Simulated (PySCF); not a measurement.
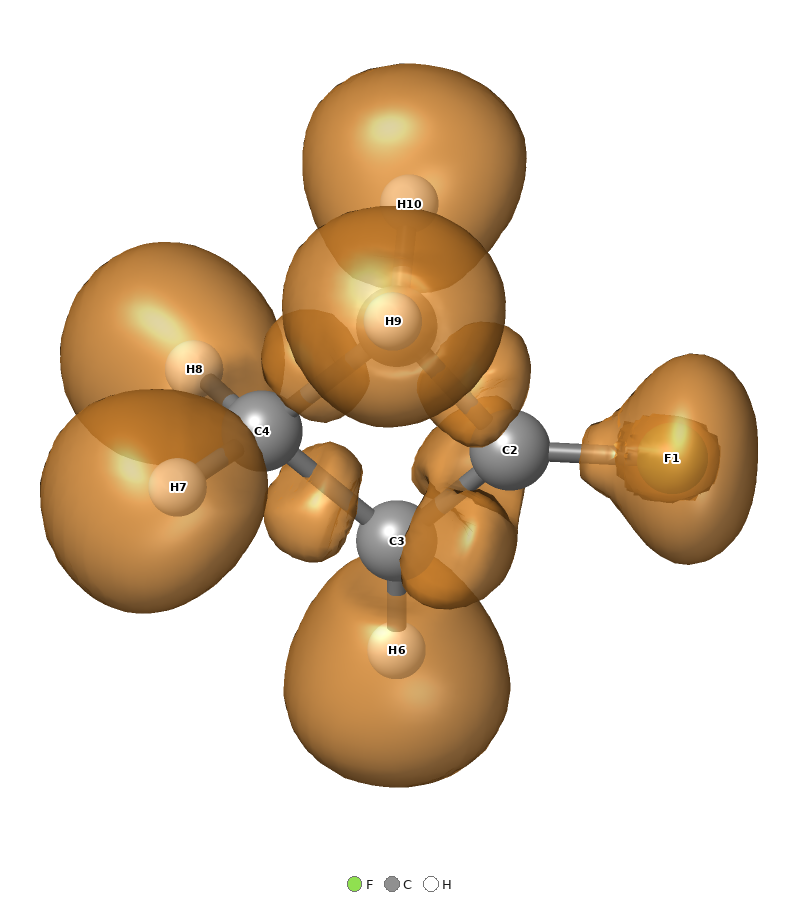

*C4H5F. Isosurface of the ELF at 0.75 (orange), seen at a tilt. Only the valence region is drawn (cores and ρ < 0.01 e/Å³ removed).*

Geometry: GFN2-xTB.

Computed with PBE0/pcSseg-1, SCF density, gas phase, non-relativistic (PySCF).

```xyz
10

F     2.3744    0.2255    0.3715
C     1.0545    0.2060    0.1536
C     0.1447    1.1393   -0.0854
C    -0.9642    0.1171   -0.1741
C     0.1191   -0.9598    0.1078
H     0.1550    2.2067   -0.1837
H    -1.4385    0.0376   -1.1500
H    -1.7290    0.2015    0.5949
H     0.2920   -1.6672   -0.7008
H     0.0009   -1.5022    1.0437
```

What do the ELF domains correspond to?

The ELF exceeds this value in four regions between bonded C–C atoms (shared pairs), five regions around hydrogen nuclei and one region on F in which the atom's valence shell and bonds are merged.

Values along the shortest contacts:
C–C (1.33 Å): the ELF peaks at about 0.90 between the atoms; a multiple bond. C–F (1.34 Å): the ELF peaks at about 0.85 between the atoms; a shared but strongly polarised pair.
